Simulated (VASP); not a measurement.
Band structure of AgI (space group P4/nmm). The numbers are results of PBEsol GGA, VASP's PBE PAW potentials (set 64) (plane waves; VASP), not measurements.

Unless said otherwise, spin-orbit coupling is left out, though it shifts the bands of the heavy elements here.

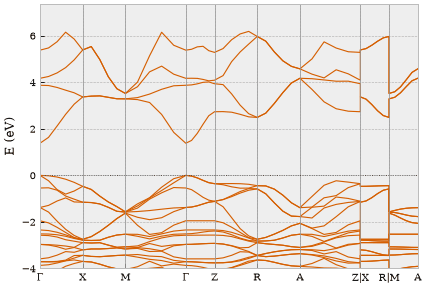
Figure: Bands along high-symmetry lines, zero at the valence-band maximum or, without a gap, the Fermi level

### Question
Read the plot: is there a gap, and where are the band edges?

### Answer
The gap is direct, 1.38 eV, from the valence maximum at Γ to the conduction minimum at Γ.

The structure comes from a computed database's AgI entry (P4/nmm); how it stands against other phases isn't given here. The cell was not relaxed at this level.
